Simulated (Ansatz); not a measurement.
```xyz
10

C     0.5747   -0.4123   -1.2186
C     0.1465   -1.1235   -0.0091
F     1.5204    0.5510   -1.1148
Ge   -0.5991   -2.9485   -0.0204
O    -0.6540   -0.1020   -0.6842
H     0.5951   -0.8626   -2.2212
H     0.5994   -0.7583    0.9239
H     0.4387   -3.9309    0.5587
H    -0.9333   -3.3235   -1.4766
H    -1.8790   -2.9730    0.8347
```

Geometry: B3LYP/def2-SVP.

These are results of isolated molecule in a Gaussian basis; Kohn-Sham density functional theory, functional PBE0 in Ansatz 0.2.0, not measurements.

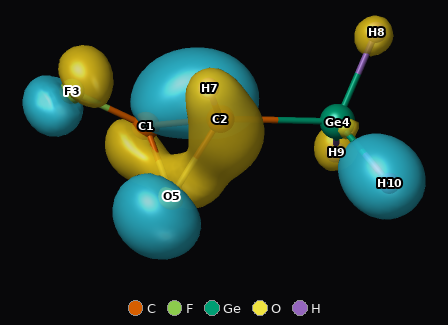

C₂H₅FGeO. The HOMO−1 at ±0.15 Å⁻³ᐟ² (yellow and cyan are the two phases), seen from one side.

> Describe this orbital and give its energy.

By Hirshfeld shares it lies mainly on O5 (about 25 %), C2 (about 20 %), C1 (about 15 %), F3 (about 10 %), Ge4 (about 10 %) and H10 (about 5 %). Its energy is −9.03 eV.
